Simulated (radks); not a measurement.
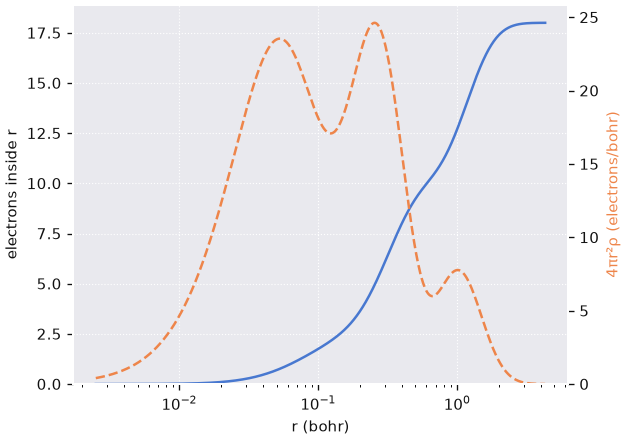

The calcium ion Ca²⁺ in the configuration [Ar]. Theory: scalar-relativistic Kohn-Sham, PBE, spin-unpolarised, spherical densities, finite nucleus (computed with the in-house radial solver radks).

```
Z 20
configuration [Ar]
relativity scalar-relativistic
functional pbe,pbe
spin unpolarised
nucleus finite rms 3.4776 fm
c 137.035999084
```

The plot shows the number of electrons inside radius r (solid) and the radial density 4πr²ρ (dashed).

Question: What does the plot show?

Answer: The count levels off at 18 electrons. Half of them lie within 0.476 bohr, 90 % within 1.55 bohr and 99 % within 2.45 bohr. The radial density has minima at 0.123 and 0.660 bohr, where the count stands at 2.2 and 10.3; these part the shells that the density resolves.
